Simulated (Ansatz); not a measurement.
# CH7FSi2: shape, modes and thermochemistry

Aim: relax CH7FSi2 from a cheap starting geometry, then compute its harmonic vibrations to see whether it is a minimum and to get the zero-point energy and entropy, and look at its orbitals and charge.

Program: Ansatz 0.2.0, Gaussian basis. Level of theory: RKS PBE0-D4/def2-TZVP. These are calculated values, not measurements.

Plan: relaxation at PBE-D4/def2-SVP; relaxation at PBE0-D4/def2-TZVP; harmonic vibrations at the same level; a single point in def2-TZVPP for the fields.

### Step 1. Starting geometry

SMILES `C[SiH](F)[SiH3]`, 11 atoms, charge 0, spin multiplicity 1.

Atoms are counted from 1 here; the program's logs count them from 0.

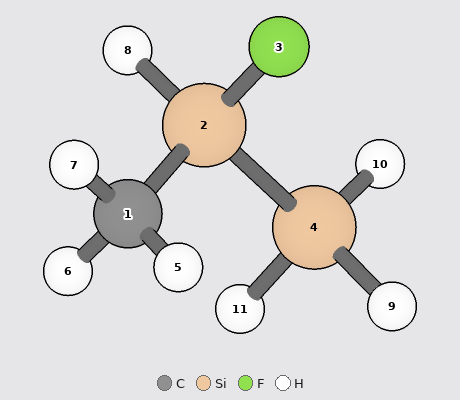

Start geometry, drawn with carbon grey, silicon light orange, fluorine green, hydrogen white; atoms are numbered from 1 in the order of the file.

As a file:

```
C    -0.7781    1.3574   -0.4050
Si    0.6549    0.3020   -0.4692
F     1.8641    1.1176    0.1405
Si    0.3138   -1.6034    0.7404
H    -1.0757    1.6816    0.5917
H    -1.7032    0.9270   -0.8525
H    -0.6240    2.3251   -0.9782
H     1.0251   -0.0176   -1.8867
H    -0.0960   -1.2717    2.1988
H     1.4138   -2.5310    0.7600
H    -0.9293   -2.3440    0.1808
```

The start is a force-field geometry with small random shifts, so a cheaper pass at PBE-D4/def2-SVP comes first.

### Step 2. Optimising with PBE-D4/def2-SVP (cheap first pass)

in.yaml

```yaml
crystal:
  periodic: [false, false, false]
  atoms:
    - {symbol: C, position_ang: [-0.778100, 1.357400, -0.405000]}
    - {symbol: Si, position_ang: [0.654900, 0.302000, -0.469200]}
    - {symbol: F, position_ang: [1.864100, 1.117600, 0.140500]}
    - {symbol: Si, position_ang: [0.313800, -1.603400, 0.740400]}
    - {symbol: H, position_ang: [-1.075700, 1.681600, 0.591700]}
    - {symbol: H, position_ang: [-1.703200, 0.927000, -0.852500]}
    - {symbol: H, position_ang: [-0.624000, 2.325100, -0.978200]}
    - {symbol: H, position_ang: [1.025100, -0.017600, -1.886700]}
    - {symbol: H, position_ang: [-0.096000, -1.271700, 2.198800]}
    - {symbol: H, position_ang: [1.413800, -2.531000, 0.760000]}
    - {symbol: H, position_ang: [-0.929300, -2.344000, 0.180800]}
basis:
  gaussian: {orbitals: def2-SVP}
hamiltonian: {xc: pbe, dispersion: d4}
relax: {f_tol: 0.03, max_steps: 200}
```

Command:

```bash
$ ansatz run in.yaml --threads 4 --pin off --events-out ev --progress --plain --max-ram 10444MiB
```

The program printed (excerpt; [...] marks lines left out):

```text
Functional definition: PBE
  name "PBE"
  cite "Perdew, Burke & Ernzerhof, Phys. Rev. Lett. 77, 3865 (1996) doi:10.1103/PhysRevLett.77.3865"
  parent pbe
[...]
1104 factors; their error is unknown
[...]
mean field -19603.90673253 eV, -720.4302844153 hartree, gradient 3.4e-5 eV, S^2 0.000000; 0 other end points of the search recorded, 0 dependent functions left out
[...]
reference -19603.90677038 eV, -720.4302858064 hartree; 25, 25 occupied and 74, 74 virtual orbitals, 1104 factors
relax step   1: F+E_penalty+E_count = -19604.12535980 eV  Δ(F+E_penalty+E_count) = +0.000e0 eV  max|allowed force component| = 2.087e0 eV/Å  Δτ_max = 0.0000 Å  (25 SCF iters, accepted)
[...]
relax step   6: F+E_penalty+E_count = -19604.46249614 eV  Δ(F+E_penalty+E_count) = -4.209e-4 eV  max|allowed force component| = 3.611e-2 eV/Å  Δτ_max = 0.0186 Å  (28 SCF iters, accepted)
[...]
relax step   7: F+E_penalty+E_count = -19604.46269695 eV  Δ(F+E_penalty+E_count) = -2.008e-4 eV  max|allowed force component| = 3.405e-3 eV/Å  Δτ_max = 0.0070 Å  (29 SCF iters, accepted)
1104 factors; their error is unknown
[...]
mean field -19604.24903283 eV, -720.4428637194 hartree, gradient 1.4e-5 eV, S^2 0.000000; 1 other end points of the search recorded, 0 dependent functions left out
[...]
reference -19604.24907069 eV, -720.4428651106 hartree; 25, 25 occupied and 74, 74 virtual orbitals, 1104 factors
Total energy: -19604.46273481 eV, -720.4507171221 hartree
Atom 0 at    -0.842212     1.451952    -0.436541 Å, force     0.001974     0.002623    -0.003137 eV/Å
Atom 1 at     0.642141     0.301065    -0.477530 Å, force    -0.000145     0.003000     0.003405 eV/Å
Atom 2 at     1.940930     1.081451     0.179318 Å, force     0.000067     0.000648    -0.000222 eV/Å
Atom 3 at     0.270101    -1.654737     0.780432 Å, force    -0.001299     0.000573    -0.001921 eV/Å
Atom 4 at    -1.114108     1.719895     0.604160 Å, force     0.000240    -0.002853    -0.000153 eV/Å
Atom 5 at    -1.719128     0.961732    -0.908420 Å, force     0.000893     0.000417     0.000796 eV/Å
Atom 6 at    -0.629669     2.387144    -0.993797 Å, force    -0.000027     0.000470    -0.000422 eV/Å
Atom 7 at     1.002673    -0.038584    -1.901113 Å, force    -0.002318    -0.000316    -0.000821 eV/Å
Atom 8 at    -0.059879    -1.302218     2.207285 Å, force    -0.000510    -0.000179     0.001050 eV/Å
Atom 9 at     1.473893    -2.557652     0.770061 Å, force     0.001689    -0.001217     0.000530 eV/Å
Atom 10 at    -0.899343    -2.407048     0.196745 Å, force    -0.000565    -0.003166     0.000894 eV/Å
Dipole moment:    -0.324513     0.021729    -0.107365 e Å
```

Wall time 7 s (4 threads of Intel Xeon Platinum 8488C, shared host).

Relaxation path: (the energy doesn't fall at every step)

| step | energy from step 1 (eV) | largest force component (eV/Å) |
| --- | --- | --- |
| 1 | 0.0000 | 2.0872 |
| 2 | -0.2622 | 1.1982 |
| 3 | -0.3280 | 0.2641 |
| 4 | -0.3012 | 0.3805 |
| 5 | -0.3367 | 0.0659 |
| 6 | -0.3371 | 0.0361 |
| 7 | -0.3373 | 0.0034 |

Close pairs (by a distance rule), those that changed most:

| bond | before (Å) | after (Å) | change (Å) |
| --- | --- | --- | --- |
| C1–Si2 | 1.781 | 1.879 | +0.098 |
| Si2–Si4 | 2.283 | 2.355 | +0.072 |
| Si2–F3 | 1.581 | 1.651 | +0.071 |
| Si4–H10 | 1.439 | 1.505 | +0.066 |
| Si4–H9 | 1.551 | 1.506 | -0.044 |
| Si4–H11 | 1.551 | 1.508 | -0.043 |
| C1–H7 | 1.135 | 1.109 | -0.026 |
| C1–H5 | 1.090 | 1.109 | +0.019 |

### Step 3. Optimising with PBE0-D4/def2-TZVP

in.yaml

```yaml
crystal:
  periodic: [false, false, false]
  atoms:
    - {symbol: C, position_ang: [-0.842212, 1.451952, -0.436541]}
    - {symbol: Si, position_ang: [0.642141, 0.301065, -0.477530]}
    - {symbol: F, position_ang: [1.940930, 1.081451, 0.179318]}
    - {symbol: Si, position_ang: [0.270101, -1.654737, 0.780432]}
    - {symbol: H, position_ang: [-1.114108, 1.719895, 0.604160]}
    - {symbol: H, position_ang: [-1.719128, 0.961732, -0.908420]}
    - {symbol: H, position_ang: [-0.629669, 2.387144, -0.993797]}
    - {symbol: H, position_ang: [1.002673, -0.038584, -1.901113]}
    - {symbol: H, position_ang: [-0.059879, -1.302218, 2.207285]}
    - {symbol: H, position_ang: [1.473893, -2.557652, 0.770061]}
    - {symbol: H, position_ang: [-0.899343, -2.407048, 0.196745]}
basis:
  gaussian: {orbitals: def2-TZVP}
hamiltonian: {xc: pbe0, dispersion: d4}
relax: {f_tol: 0.005, max_steps: 150}
```

The command is unchanged.

The program printed (excerpt; [...] marks lines left out):

```text
Functional definition: PBE0
  name "PBE0"
  cite "Adamo & Barone, J. Chem. Phys. 110, 6158 (1999) doi:10.1063/1.478522"
  cite "Perdew, Burke & Ernzerhof, Phys. Rev. Lett. 77, 3865 (1996) doi:10.1103/PhysRevLett.77.3865"
  parent pbe
[...]
1180 factors; their error is unknown
[...]
mean field -19616.50163975 eV, -720.8931387183 hartree, gradient 8.1e-5 eV, S^2 0.000000; 0 other end points of the search recorded, 0 dependent functions left out
[...]
reference -19616.50167452 eV, -720.8931399962 hartree; 25, 25 occupied and 153, 153 virtual orbitals, 1180 factors
relax step   1: F+E_penalty+E_count = -19616.68357312 eV  Δ(F+E_penalty+E_count) = +0.000e0 eV  max|allowed force component| = 9.291e-1 eV/Å  Δτ_max = 0.0000 Å  (26 SCF iters, accepted)
[...]
Atom 1 at     0.633698     0.304544    -0.463141 Å, force     0.000442    -0.000658     0.000759 eV/Å
Atom 2 at     1.902417     1.075643     0.161306 Å, force     0.000089    -0.000381    -0.001034 eV/Å
Atom 3 at     0.268625    -1.650351     0.781297 Å, force    -0.000849    -0.000180     0.000691 eV/Å
Atom 4 at    -1.097925     1.728651     0.586994 Å, force     0.000565    -0.001927     0.000142 eV/Å
Atom 5 at    -1.697977     0.959996    -0.890221 Å, force     0.000190     0.000412    -0.000960 eV/Å
Atom 6 at    -0.620321     2.360299    -0.998720 Å, force    -0.001288    -0.000002    -0.001656 eV/Å
Atom 7 at     0.988229    -0.037897    -1.868436 Å, force     0.000104    -0.000434    -0.000038 eV/Å
Atom 8 at    -0.062904    -1.319952     2.194257 Å, force    -0.000509    -0.000144     0.000247 eV/Å
Atom 9 at     1.464223    -2.534543     0.761148 Å, force     0.000600     0.000541     0.000029 eV/Å
Atom 10 at    -0.880577    -2.392054     0.190779 Å, force     0.000402    -0.000288    -0.000651 eV/Å
Dipole moment:    -0.323348     0.007687    -0.097625 e Å
```

Run time: 16 s. Hardware: 4 threads of Intel Xeon Platinum 8488C, shared host.

Relaxation path:

```csv
step,energy from step 1 (eV),largest force component (eV/Å)
1,0.0000,0.9291
2,-0.0431,0.5576
3,-0.0538,0.1082
4,-0.0544,0.0451
5,-0.0547,0.0081
6,-0.0547,0.0031
```

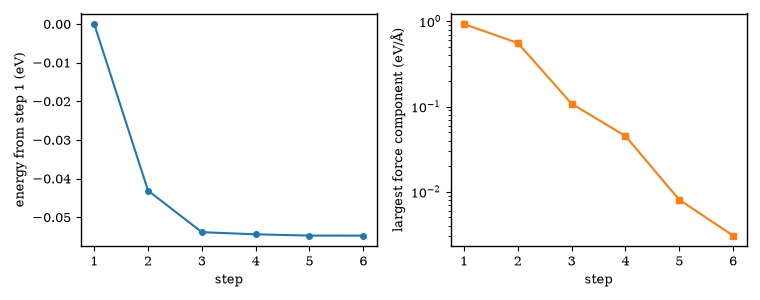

Energy and force, step by step.

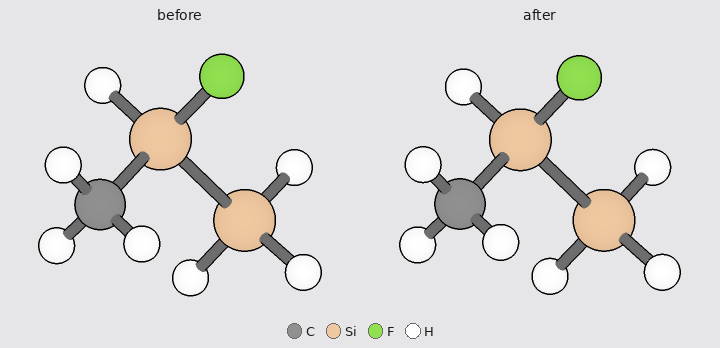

Before and after, at one scale.

Distances of close pairs at the start and the end, largest changes first:

| bond | before (Å) | after (Å) | change (Å) |
| --- | --- | --- | --- |
| Si2–F3 | 1.651 | 1.611 | -0.041 |
| C1–Si2 | 1.879 | 1.860 | -0.019 |
| Si4–H11 | 1.508 | 1.490 | -0.018 |
| Si2–H8 | 1.507 | 1.489 | -0.018 |
| Si4–H9 | 1.506 | 1.488 | -0.018 |
| Si4–H10 | 1.505 | 1.487 | -0.018 |
| C1–H7 | 1.109 | 1.093 | -0.016 |
| C1–H5 | 1.109 | 1.092 | -0.016 |

Mulliken charges at the end point, from the run's report:

```
atom  value (e)
  C1      -0.50
 Si2       0.48
  F3      -0.32
 Si4      -0.02
  H5       0.15
  H6       0.14
  H7       0.15
  H8      -0.05
  H9      -0.01
 H10      -0.01
 H11      -0.01
```

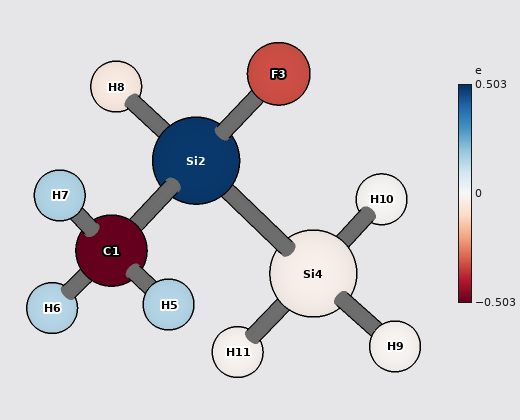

Mulliken charges at the end point, from the run's report, as colours on the atoms.

### Step 4. Harmonic vibrations

in.yaml

```yaml
crystal:
  periodic: [false, false, false]
  atoms:
    - {symbol: C, position_ang: [-0.832088, 1.448663, -0.434663]}
    - {symbol: Si, position_ang: [0.633698, 0.304544, -0.463141]}
    - {symbol: F, position_ang: [1.902417, 1.075643, 0.161306]}
    - {symbol: Si, position_ang: [0.268625, -1.650351, 0.781297]}
    - {symbol: H, position_ang: [-1.097925, 1.728651, 0.586994]}
    - {symbol: H, position_ang: [-1.697977, 0.959996, -0.890221]}
    - {symbol: H, position_ang: [-0.620321, 2.360299, -0.998720]}
    - {symbol: H, position_ang: [0.988229, -0.037897, -1.868436]}
    - {symbol: H, position_ang: [-0.062904, -1.319952, 2.194257]}
    - {symbol: H, position_ang: [1.464223, -2.534543, 0.761148]}
    - {symbol: H, position_ang: [-0.880577, -2.392054, 0.190779]}
basis:
  gaussian: {orbitals: def2-TZVP}
hamiltonian: {xc: pbe0, dispersion: d4}
phonons: {temperatures: {t_min: 298.15, t_max: 900, t_step: 200}}
```

The command is unchanged.

The program printed (excerpt; [...] marks lines left out):

```text
Functional definition: PBE0
  name "PBE0"
  cite "Adamo & Barone, J. Chem. Phys. 110, 6158 (1999) doi:10.1063/1.478522"
  cite "Perdew, Burke & Ernzerhof, Phys. Rev. Lett. 77, 3865 (1996) doi:10.1103/PhysRevLett.77.3865"
  parent pbe
[...]
1180 factors; their error is unknown
[...]
mean field -19616.55560621 eV, -720.8951219493 hartree, gradient 5.6e-5 eV, S^2 0.000000; 0 other end points of the search recorded, 0 dependent functions left out
[...]
reference -19616.55564075 eV, -720.8951232186 hartree; 25, 25 occupied and 153, 153 virtual orbitals, 1180 factors
[...]
1180 factors; their error is unknown
mean field -19616.55545832 eV, -720.8951165143 hartree, gradient 2.4e-6 eV, S^2 0.000000; 0 other end points of the search recorded, 0 dependent functions left out
[...]
reference -19616.55549286 eV, -720.8951177836 hartree; 25, 25 occupied and 153, 153 virtual orbitals, 1180 factors
[...]
Atom 4 at    -1.097925     1.728651     0.586994 Å, force     0.000567    -0.001928     0.000137 eV/Å
Atom 5 at    -1.697977     0.959996    -0.890221 Å, force     0.000174     0.000403    -0.000969 eV/Å
Atom 6 at    -0.620321     2.360299    -0.998720 Å, force    -0.001281     0.000023    -0.001671 eV/Å
Atom 7 at     0.988229    -0.037897    -1.868436 Å, force     0.000100    -0.000433    -0.000025 eV/Å
Atom 8 at    -0.062904    -1.319952     2.194257 Å, force    -0.000504    -0.000145     0.000249 eV/Å
Atom 9 at     1.464223    -2.534543     0.761148 Å, force     0.000599     0.000545     0.000029 eV/Å
Atom 10 at    -0.880577    -2.392054     0.190779 Å, force     0.000402    -0.000287    -0.000654 eV/Å
Dipole moment:    -0.323347     0.007687    -0.097624 e Å
Vibrations: 90.86 132.04 153.50 186.31 242.27 406.99 477.77 506.34 665.03 717.94 761.71 821.17 843.90 898.87 911.69 934.82 940.78 1276.43 1441.60 1447.58 2203.07 2211.56 2220.33 2228.96 3049.25 3133.47 3141.52 cm⁻¹, zero-point energy 1.986584 eV
```

Run time: 1.7 min. Hardware: 4 threads of Intel Xeon Platinum 8488C, shared host.

Motions are named by where the mode's potential energy lies. The modes, unscaled (a negative number is an imaginary wavenumber):

```csv
mode,cm⁻¹,motion
1,91,torsion
2,132,bend
3,153,torsion
4,186,torsion with bend
5,242,torsion with bend
6,407,Si–Si stretch
7,478,bend
8,506,bend with torsion
9,665,bend with Si–C stretch
10,718,bend with Si–C stretch
11,762,bend with Si–C stretch
12,821,torsion with bend
13,844,bend with Si–F stretch
14,899,Si–F stretch with bend
15,912,bend
16,935,bend with torsion
17,941,bend with torsion
18,1276,bend
19,1442,bend
20,1448,bend
21,2203,Si–H stretch
22,2212,Si–H stretch
23,2220,Si–H stretch
24,2229,Si–H stretch
25,3049,C–H stretch
26,3133,C–H stretch
27,3142,C–H stretch
```

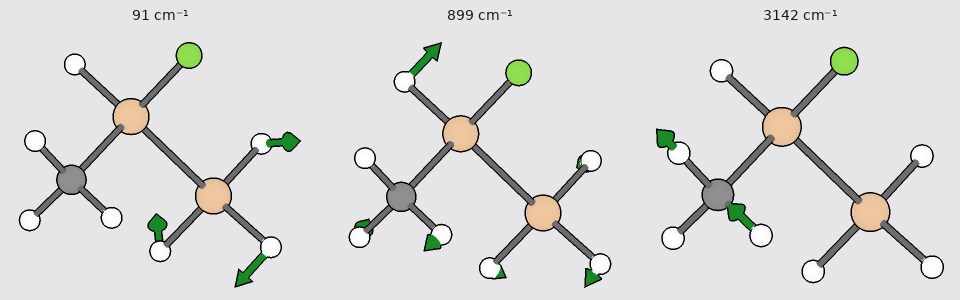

Displacements of 3 modes, as arrows.

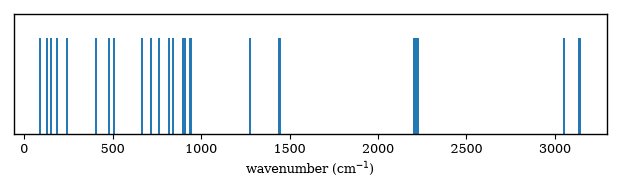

The harmonic wavenumbers as sticks (no intensities were computed).

From these modes and the moments of inertia (298.15 K, 1 bar, symmetry number 1):

```csv
term,value
zero-point energy,191.7 kJ/mol
H(298) − E,213.7 kJ/mol
"entropy, translation",165.5 J/(mol K)
"entropy, rotation",111.7 J/(mol K)
"entropy, vibration",72.6 J/(mol K)
"entropy, total",349.9 J/(mol K)
```

### Step 5. Fields at the relaxed geometry

in.yaml, as its differences from that of step 4:

```diff
@@ -15,4 +15,4 @@
 basis:
-  gaussian: {orbitals: def2-TZVP}
+  gaussian: {orbitals: def2-TZVPP}
 hamiltonian: {xc: pbe0, dispersion: d4}
-phonons: {temperatures: {t_min: 298.15, t_max: 900, t_step: 200}}
+output: {orbitals: {seedname: orbitals}}
```

Launched as before.

The program printed:

```text
Functional definition: PBE0
  name "PBE0"
  cite "Adamo & Barone, J. Chem. Phys. 110, 6158 (1999) doi:10.1063/1.478522"
  cite "Perdew, Burke & Ernzerhof, Phys. Rev. Lett. 77, 3865 (1996) doi:10.1103/PhysRevLett.77.3865"
  parent pbe
  parameter a = 0.25
  parameter kappa = 0.804
  parameter beta = 0.06672455060314922
  exchange = (1 - a)*pbe_x(kappa = kappa, mu = beta*pi^2/3) + a*exact_x
  correlation = pbe_c(beta = beta)
1331 factors; their error is unknown
mean field evaluation 1: about -19610.6771 eV, gradient 5.5e1 eV
mean field evaluation 2: about -19607.9916 eV, gradient 6.4e1 eV
mean field evaluation 4: about -19616.5476 eV, gradient 3.5e0 eV
mean field evaluation 8: about -19616.5674 eV, gradient 1.5e-2 eV
mean field -19616.60565509 eV, -720.8969612116 hartree, gradient 5.8e-5 eV, S^2 0.000000; 0 other end points of the search recorded, 0 dependent functions left out
reference -19616.60568961 eV, -720.8969624803 hartree; 25, 25 occupied and 219, 219 virtual orbitals, 1331 factors
Total energy: -19616.78839584 eV, -720.9036768103 hartree
```

Wall time 2 s (4 threads of Intel Xeon Platinum 8488C, shared host); peak memory 0.58 GiB.

The fields below are evaluated on a grid from the run's orbitals.

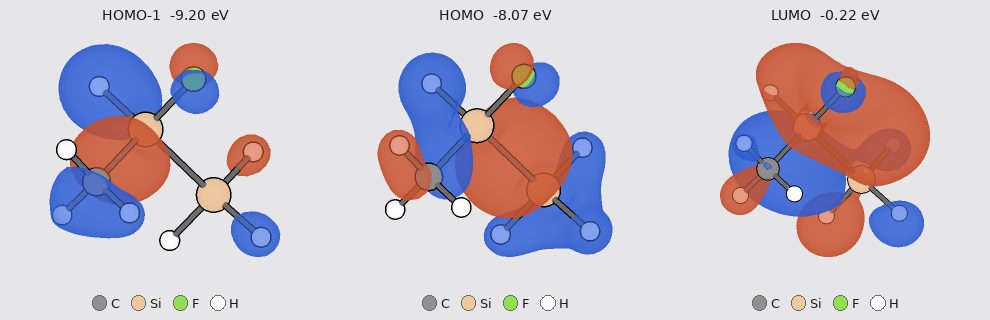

PBE0-D4/def2-TZVPP orbitals near the gap, drawn at the value that encloses 70 % of each; the two colours are the two signs.

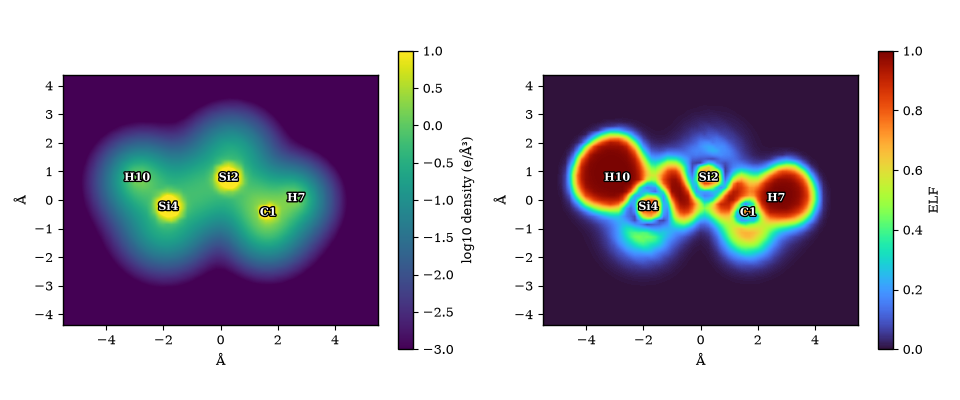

Density (left) and ELF (right) in a plane through or near 5 of the atoms.

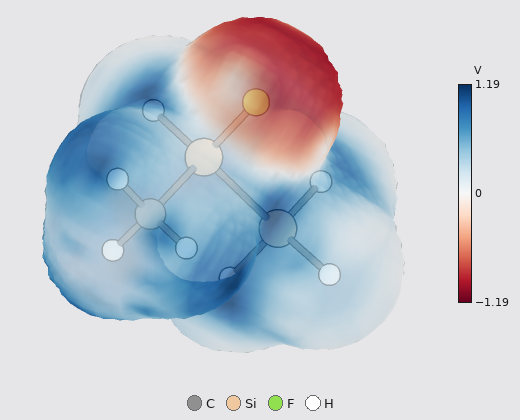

Electrostatic potential on the surface of density 0.002 e/bohr³; red is low, blue high. It runs from -0.99 V near F3 to 1.19 V near H6.

### Step 6. What came out

| quantity | value |
| --- | --- |
| point group | C1 |
| steps | 7 + 6 |
| shift from the start (rms) | 0.062 Å |
| total energy | -19616.7383 eV |
| dispersion term | -183 meV |
| dipole moment | 1.62 D |
| lowest, highest wavenumber | 91, 3142 cm⁻¹ |
| zero-point energy | 191.7 kJ/mol |
| entropy at 298.15 K | 349.9 J/(mol K) |
| HOMO, LUMO | -8.07, -0.22 eV |

What this shows: The atoms moved 0.06 Å (rms) from the start; the bond that changed most is C1–Si2, from 1.781 to 1.860 Å. No mode is imaginary: a true minimum at this level. The stiffest mode, 3142 cm⁻¹, is a C–H stretch, and 4 modes under 200 cm⁻¹ make the vibrational entropy uncertain. Harmonic hybrid wavenumbers usually lie a few per cent above measured fundamentals. The largest Mulliken charge, -0.50 e, sits on C1. The HOMO lies mostly on Si2, Si4 about 27 % each; H8 10 % and the LUMO on Si2 24 %; F3 16 %.
